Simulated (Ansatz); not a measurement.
## Run report: Si32H38, geometry relaxation (part 2 of 2)

Si32H38 (Si32H38 off sphere); RKS PBE-D4/def2-SVP (Ansatz 0.2.0). The geometry: GFN2-xTB start.

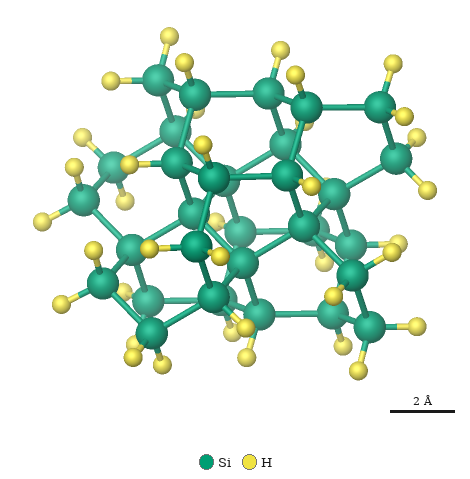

Figure 1. The geometry at step 3 of the log (ball-and-stick view, seen at a tilt).

Output, continued:
```
Atom 68 at     5.648782     2.133848     3.172144 Å, force    -0.001027    -0.000758     0.000641 eV/Å
Atom 69 at     4.452408     4.263282     3.166912 Å, force     0.000148    -0.001147     0.001216 eV/Å
Dipole moment:    -0.016345     0.002952    -0.003184 e Å
Checks for a lower state left out: stability, starts, cluster_reference, orbital_swaps, neighbouring_geometries, increment
```

Trajectory as extended XYZ (Å, eV, eV/Å), 3 of the 4 frames kept, from step=1 to step=4:
```
70
Properties=species:S:1:pos:R:3:forces:R:3 step=1 energy=-252510.19997
Si   -1.3685   -4.9482   -0.4484    0.0783   0.3583  -0.1793
Si   -3.2670   -3.8324    0.2455    0.0061   0.3758   0.1754
Si   -3.2854   -1.5712   -2.8199    0.1975   0.0836   0.3916
Si   -3.3535   -1.6100   -0.4745    0.5929   0.3340  -0.0330
Si   -5.2387   -0.4280    0.2456    0.3400  -0.1738   0.1558
Si   -5.2529    1.7740   -0.4530    0.3661  -0.1046  -0.1394
Si    0.4983   -3.8068    0.3220    0.1728   0.4638  -0.1240
Si    0.5963   -3.8200    2.6526   -0.1926   0.3395  -0.2105
Si    0.5827   -1.4838   -2.8750    0.0598  -0.0201   0.4278
Si   -1.4005   -0.4759   -3.6131    0.4333   0.3020   0.2725
Si    0.5845   -1.5890   -0.5011   -0.2210   0.5519   0.2273
Si   -1.3926   -0.4656    0.3092    0.2742   0.1949  -0.3191
Si    0.5743   -1.6305    3.4457    0.0262   0.5168  -0.2560
Si   -1.2827   -0.4125    2.6822   -0.0719  -0.0069  -0.3911
Si   -1.2986    1.7553   -2.8885   -0.0718  -0.1990   0.3611
Si   -1.3866    1.8102   -0.5175    0.1536  -0.6737   0.2735
Si   -3.3457    2.8473    0.3312    0.4817  -0.1677  -0.1177
Si   -1.4080    1.8016    3.4592    0.4538  -0.2601  -0.2233
Si   -3.3006    2.9091    2.6670    0.2131  -0.3336  -0.2403
Si    4.4743   -1.5905   -2.8412   -0.3645   0.1895   0.0626
Si    2.5742   -0.4917   -3.6332   -0.3695   0.2979   0.2724
Si    4.4190   -1.5559   -0.5215   -0.3040   0.1400   0.2401
Si    2.5421   -0.4548    0.3412   -0.5759   0.3401  -0.2810
Si    2.4472   -0.4092    2.7208    0.0179   0.0610  -0.4148
Si    2.4622    1.7521   -2.9166    0.0651  -0.2840   0.3827
Si    0.5750    2.8774   -3.7050    0.0302  -0.4001   0.2627
Si    2.5505    1.8031   -0.5383   -0.4549  -0.6138   0.2945
Si    0.5876    2.7839    0.3693   -0.0188  -0.3500  -0.1385
Si    2.5804    1.8173    3.4710   -0.4178  -0.2433  -0.2211
Si    0.5827    2.8094    2.7279    0.0531  -0.2441  -0.2159
Si    4.4430    2.8821    0.3494   -0.3219  -0.2110  -0.1750
Si    4.4935    2.9041    2.6743   -0.4042  -0.2250  -0.0809
H    -1.3712   -6.3781   -0.1046   -0.0047  -0.6158   0.3969
H    -1.3478   -4.9400   -1.9210    0.0339   0.1203  -0.7023
H    -4.5029   -4.5583   -0.0820   -0.5679  -0.3314  -0.3405
H    -3.2608   -3.7887    1.7199    0.0945   0.0433   0.6788
H    -3.3362   -2.9436   -3.3464    0.1337  -0.7024  -0.2156
H    -4.5093   -0.9527   -3.3508   -0.5438   0.4711  -0.2273
H    -6.4839   -1.1359   -0.0873   -0.5633  -0.3202  -0.3465
H    -5.2046   -0.4464    1.7191    0.0873   0.0600   0.6957
H    -5.2324    1.7787   -1.9256    0.1432  -0.0266  -0.7056
H    -6.4980    2.4828   -0.1236   -0.5520   0.3070   0.3980
H     1.7387   -4.4411   -0.1817    0.4192  -0.3301  -0.1959
H    -0.5607   -4.5652    3.1803   -0.6328  -0.1891   0.2218
H     1.7479   -4.5689    3.1729    0.7062  -0.2297   0.1430
H     0.5847   -2.8910   -3.3326   -0.0172  -0.5747  -0.2231
H    -1.3800   -0.4719   -5.0917   -0.0245  -0.0123  -0.5903
H     0.5675   -1.6182    4.9252   -0.0081   0.0036   0.5664
H    -2.5041   -1.1176    3.1314   -0.4912  -0.2873   0.2315
H    -2.5167    2.4452   -3.3644   -0.4971   0.2942  -0.2160
H    -3.3124    4.2456   -0.1531   -0.0588   0.5302  -0.2074
H    -1.4035    1.7886    4.9378   -0.0251  -0.0187   0.5836
H    -4.5290    2.2782    3.1807   -0.4779  -0.4756   0.2252
H    -3.3867    4.2777    3.1949    0.1589   0.7249   0.1423
H     4.5406   -2.9643   -3.3646   -0.1705  -0.6833  -0.1491
H     5.7024   -0.9772   -3.3705    0.5116   0.4934  -0.1587
H     2.5742   -0.4968   -5.1129   -0.0277   0.0014  -0.5676
H     4.4687   -2.9227    0.0174   -0.0945  -0.7324   0.1819
H     5.6392   -0.9348    0.0153    0.5710   0.4510   0.1887
H     3.6633   -1.1057    3.1938    0.5041  -0.3122   0.1912
H     3.6777    2.4384   -3.4050    0.4871   0.3080  -0.1878
H     0.5773    2.9872   -5.1731   -0.0148  -0.2083  -0.6950
H     0.5864    4.2835   -3.2726    0.0047   0.5998   0.4321
H     0.5990    4.1949   -0.0755   -0.0246   0.5969  -0.1757
H     2.5815    1.8191    4.9496    0.0072  -0.0256   0.5853
H     0.5827    4.2151    3.1829   -0.0121   0.6196   0.0989
H     5.6530    2.2271   -0.1732    0.5325  -0.4669  -0.1877
H     4.5585    4.2533   -0.1686   -0.1217   0.7116  -0.2097
H     5.7208    2.2777    3.1915    0.4904  -0.5116   0.1532
H     4.5897    4.2754    3.2010   -0.1819   0.6801   0.1480
70
Properties=species:S:1:pos:R:3:forces:R:3 step=3 energy=-252511.31133
Si   -1.3205   -4.8643   -0.5139    0.0105  -0.0605  -0.0340
Si   -3.2252   -3.7650    0.3193   -0.0283  -0.0028   0.0273
Si   -3.2681   -1.5694   -2.8464   -0.0592  -0.0343  -0.0186
Si   -3.2556   -1.5557   -0.4819    0.0062   0.0134   0.0026
Si   -5.1592   -0.4329    0.3168   -0.0279  -0.0291   0.0271
Si   -5.1602    1.7686   -0.5110   -0.0506   0.0285  -0.0319
Si    0.5931   -3.7551    0.2854    0.0016   0.0138  -0.0021
Si    0.5877   -3.7820    2.6515   -0.0117  -0.0708   0.0453
Si    0.5651   -1.5573   -2.8637   -0.0026   0.0268   0.0333
Si   -1.3583   -0.4650   -3.6614   -0.0134  -0.0130  -0.0174
Si    0.5660   -1.5395   -0.4995    0.0059  -0.0115   0.0094
Si   -1.3441   -0.4441    0.3160    0.0123  -0.0091   0.0064
Si    0.5584   -1.5799    3.4796   -0.0139  -0.0204  -0.0011
Si   -1.3518   -0.4630    2.6813    0.0225   0.0149  -0.0303
Si   -1.3490    1.7492   -2.8695    0.0104  -0.0114   0.0370
Si   -1.3384    1.7575   -0.5048    0.0023   0.0068   0.0202
Si   -3.2472    2.8715    0.2981    0.0069  -0.0058   0.0000
Si   -1.3587    1.7471    3.4856   -0.0271  -0.0013  -0.0133
Si   -3.2632    2.8613    2.6658   -0.0563   0.0154   0.0373
Si    4.4031   -1.5734   -2.8181    0.0711  -0.0355  -0.0654
Si    2.4964   -0.4738   -3.6555   -0.0073  -0.0190  -0.0072
Si    4.3801   -1.5514   -0.4508    0.0303  -0.0084   0.0414
Si    2.4649   -0.4369    0.3307   -0.0114  -0.0060   0.0040
Si    2.4667   -0.4507    2.6961   -0.0240   0.0108  -0.0251
Si    2.4773    1.7432   -2.8730   -0.0067  -0.0038   0.0346
Si    0.5657    2.8629   -3.6648   -0.0166   0.0782  -0.0593
Si    2.4736    1.7548   -0.5077    0.0257   0.0238   0.0032
Si    0.5703    2.8533    0.3224    0.0024  -0.0200  -0.0082
Si    2.4972    1.7603    3.4940    0.0093   0.0047  -0.0117
Si    0.5677    2.8403    2.6906   -0.0034  -0.0292  -0.0187
Si    4.4012    2.8341    0.2925    0.0399   0.0144  -0.0438
Si    4.4150    2.8453    2.6610    0.0582   0.0265   0.0626
H    -1.3083   -6.3153   -0.0883    0.0069   0.0440  -0.0039
H    -1.3418   -4.8242   -2.0234   -0.0138   0.0172   0.0207
H    -4.4905   -4.4799   -0.0939    0.0292   0.0189  -0.0109
H    -3.1822   -3.7457    1.8278    0.0258   0.0039  -0.0021
H    -3.2923   -2.9980   -3.3398    0.0104   0.0304   0.0099
H    -4.5221   -0.8917   -3.3500    0.0345  -0.0036   0.0128
H    -6.4092   -1.1726   -0.1001    0.0336   0.0184  -0.0117
H    -5.1246   -0.4109    1.8256    0.0186   0.0219  -0.0028
H    -5.1242    1.7297   -2.0203    0.0057  -0.0168   0.0197
H    -6.4168    2.4992   -0.0940    0.0451  -0.0138  -0.0038
H     1.8414   -4.4333   -0.2293    0.0063   0.0036   0.0020
H    -0.6264   -4.5356    3.1470    0.0299   0.0274  -0.0173
H     1.8147   -4.5078    3.1536   -0.0259   0.0263  -0.0161
H     0.5599   -2.9926   -3.3327    0.0027  -0.0259  -0.0087
H    -1.3451   -0.4602   -5.1730    0.0013   0.0000   0.0033
H     0.5437   -1.5666    4.9909    0.0052  -0.0052  -0.0030
H    -2.5908   -1.1787    3.1627   -0.0275  -0.0157   0.0023
H    -2.5987    2.4496   -3.3476   -0.0118   0.0154  -0.0109
H    -3.2188    4.2984   -0.1979    0.0070   0.0030  -0.0003
H    -1.3490    1.7281    4.9965    0.0035   0.0091  -0.0004
H    -4.5142    2.1726    3.1625    0.0317   0.0107  -0.0152
H    -3.2898    4.2847    3.1720    0.0072  -0.0304  -0.0100
H     4.4288   -3.0003   -3.3186   -0.0153   0.0485   0.0263
H     5.6517   -0.8878   -3.3268   -0.0507  -0.0127   0.0272
H     2.4880   -0.4786   -5.1667    0.0101  -0.0017   0.0013
H     4.3952   -2.9632    0.0846   -0.0306   0.0140  -0.0185
H     5.6153   -0.8619    0.0786   -0.0272   0.0150  -0.0230
H     3.7080   -1.1748    3.1618    0.0162  -0.0139   0.0092
H     3.7264    2.4465   -3.3497    0.0108   0.0115  -0.0095
H     0.5586    2.8762   -5.1764    0.0059  -0.0141   0.0385
H     0.5677    4.2970   -3.1850    0.0022  -0.0526  -0.0051
H     0.5677    4.2875   -0.1530   -0.0027   0.0074  -0.0097
H     2.4847    1.7550    5.0050    0.0030   0.0070  -0.0060
H     0.5581    4.2749    3.1605   -0.0007   0.0233   0.0175
H     5.6283    2.1254   -0.2303   -0.0228  -0.0127   0.0206
H     4.4465    4.2503   -0.2306   -0.0258  -0.0158   0.0182
H     5.6540    2.1441    3.1702   -0.0413   0.0118  -0.0234
H     4.4558    4.2707    3.1635   -0.0120  -0.0404  -0.0208
70
Properties=species:S:1:pos:R:3:forces:R:3 step=4 energy=-252511.31780
Si   -1.3147   -4.8596   -0.5243    0.0036   0.0002  -0.0048
Si   -3.2113   -3.7600    0.3300    0.0012   0.0033   0.0048
Si   -3.2760   -1.5724   -2.8402   -0.0037  -0.0033   0.0014
Si   -3.2523   -1.5524   -0.4758    0.0035   0.0057   0.0044
Si   -5.1511   -0.4249    0.3277    0.0013  -0.0025   0.0036
Si   -5.1546    1.7698   -0.5201    0.0014   0.0027  -0.0046
Si    0.5983   -3.7559    0.2841    0.0015   0.0011  -0.0042
Si    0.5858   -3.7921    2.6507   -0.0049  -0.0035   0.0005
Si    0.5623   -1.5582   -2.8608   -0.0028   0.0010   0.0018
Si   -1.3650   -0.4706   -3.6588   -0.0028  -0.0018   0.0002
Si    0.5678   -1.5405   -0.4980    0.0045  -0.0038   0.0037
Si   -1.3394   -0.4436    0.3171    0.0020  -0.0028  -0.0043
Si    0.5516   -1.5890    3.4776   -0.0062  -0.0017  -0.0020
Si   -1.3554   -0.4656    2.6800   -0.0025  -0.0012  -0.0002
Si   -1.3497    1.7453   -2.8665   -0.0053  -0.0025   0.0050
Si   -1.3354    1.7577   -0.5024    0.0041   0.0033   0.0084
Si   -3.2445    2.8732    0.2961    0.0013  -0.0004  -0.0047
Si   -1.3668    1.7460    3.4809   -0.0036  -0.0042  -0.0040
Si   -3.2721    2.8612    2.6643   -0.0053  -0.0024  -0.0005
Si    4.4026   -1.5723   -2.8192   -0.0029  -0.0015  -0.0019
Si    2.4937   -0.4752   -3.6543   -0.0017   0.0002   0.0000
Si    4.3773   -1.5458   -0.4512   -0.0027   0.0022   0.0006
Si    2.4622   -0.4335    0.3301   -0.0010   0.0046  -0.0026
Si    2.4589   -0.4545    2.6945   -0.0021  -0.0031  -0.0034
Si    2.4755    1.7437   -2.8716   -0.0003  -0.0020   0.0032
Si    0.5623    2.8587   -3.6712   -0.0012   0.0024  -0.0016
Si    2.4775    1.7593   -0.5068    0.0061   0.0041   0.0033
Si    0.5723    2.8557    0.3195    0.0050   0.0010  -0.0033
Si    2.4929    1.7577    3.4904   -0.0038  -0.0034  -0.0005
Si    0.5627    2.8385    2.6875   -0.0032  -0.0001  -0.0039
Si    4.4057    2.8335    0.2961    0.0008  -0.0007   0.0010
Si    4.4154    2.8404    2.6658   -0.0005  -0.0017   0.0009
H    -1.2998   -6.3103   -0.1072    0.0004   0.0021  -0.0039
H    -1.3491   -4.8010   -2.0315   -0.0031   0.0055   0.0006
H    -4.4769   -4.4732   -0.0794    0.0024   0.0015   0.0030
H    -3.1486   -3.7411    1.8374    0.0084   0.0010   0.0012
H    -3.2995   -2.9988   -3.3335   -0.0020   0.0010   0.0007
H    -4.5241   -0.8874   -3.3417    0.0005   0.0002   0.0016
H    -6.3988   -1.1657   -0.0873    0.0023   0.0006   0.0026
H    -5.1064   -0.3863    1.8353    0.0043   0.0083   0.0019
H    -5.1120    1.7141   -2.0273    0.0011  -0.0058   0.0007
H    -6.4064    2.5060   -0.1085    0.0025   0.0003  -0.0030
H     1.8500   -4.4292   -0.2290    0.0039   0.0027   0.0017
H    -0.6260   -4.5463    3.1424    0.0018  -0.0004  -0.0014
H     1.8160   -4.5077    3.1518   -0.0013   0.0003   0.0002
H     0.5616   -2.9950   -3.3307    0.0002  -0.0036   0.0009
H    -1.3518   -0.4659   -5.1702    0.0008  -0.0001   0.0011
H     0.5407   -1.5779    4.9888    0.0036  -0.0012   0.0002
H    -2.5984   -1.1814    3.1558   -0.0064  -0.0030  -0.0057
H    -2.5975    2.4507   -3.3464   -0.0016   0.0014   0.0001
H    -3.2089    4.3006   -0.1987    0.0035  -0.0009   0.0007
H    -1.3539    1.7329    4.9919    0.0027   0.0042   0.0001
H    -4.5213    2.1721    3.1573    0.0001  -0.0004  -0.0022
H    -3.2928    4.2820    3.1720   -0.0008  -0.0019   0.0010
H     4.4228   -2.9981   -3.3124    0.0020  -0.0006   0.0003
H     5.6460   -0.8829   -3.3245   -0.0007  -0.0002  -0.0005
H     2.4898   -0.4806   -5.1654    0.0007   0.0017  -0.0006
H     4.3828   -2.9575    0.0808   -0.0035  -0.0002   0.0011
H     5.6086   -0.8483    0.0720    0.0000   0.0030   0.0002
H     3.7005   -1.1805    3.1613    0.0005  -0.0015   0.0010
H     3.7228    2.4485   -3.3546    0.0005   0.0006  -0.0010
H     0.5583    2.8588   -5.1804    0.0023  -0.0031   0.0008
H     0.5644    4.2906   -3.1947   -0.0020  -0.0014  -0.0024
H     0.5659    4.2893   -0.1591   -0.0025   0.0023  -0.0021
H     2.4796    1.7559    5.0011    0.0002   0.0027   0.0010
H     0.5534    4.2722    3.1659   -0.0002  -0.0006   0.0033
H     5.6295    2.1189   -0.2220    0.0003  -0.0016   0.0002
H     4.4416    4.2510   -0.2194    0.0001   0.0001  -0.0012
H     5.6488    2.1338    3.1721   -0.0010  -0.0008   0.0006
H     4.4524    4.2633    3.1669    0.0001  -0.0011   0.0012
```

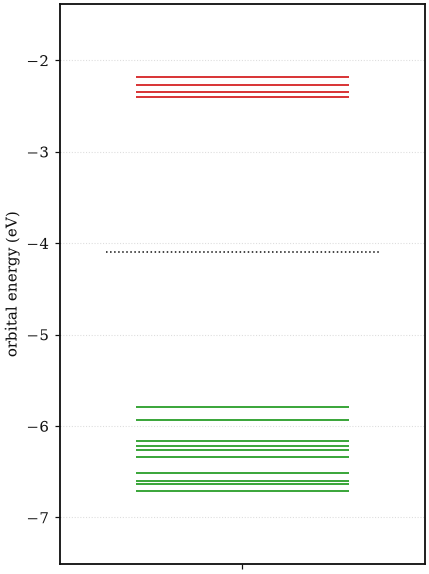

Figure 2. Orbital energies near the frontier; the dotted line parts filled from empty levels, and levels within 0.02 eV of each other stand side by side. Highest filled −5.79 eV, lowest empty −2.40 eV, 3.39 eV apart.

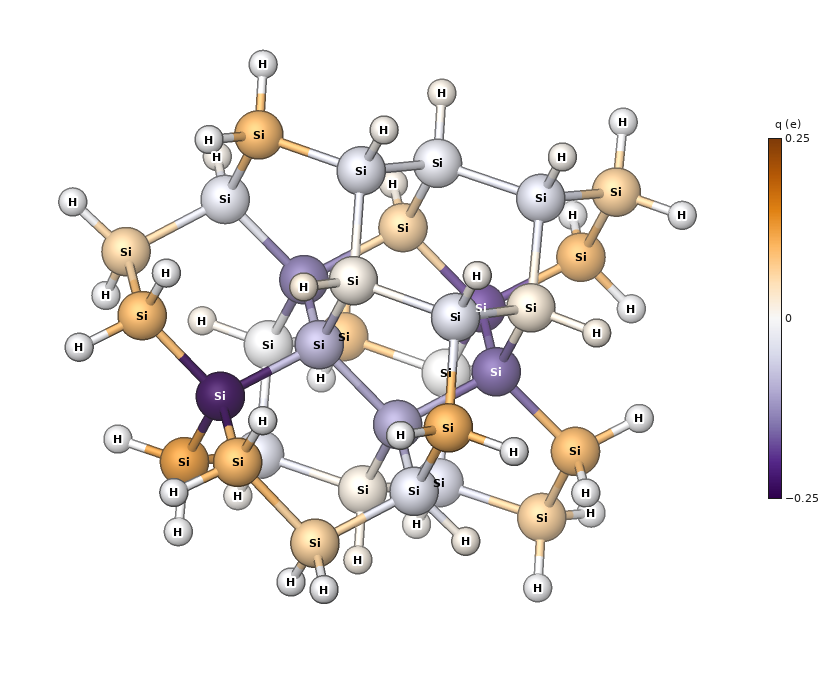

Figure 3. Mulliken charges, as the colour of each atom (ball-and-stick view, seen at a tilt). By element: Si −0.24 to +0.14 and H −0.01 to +0.02 e.
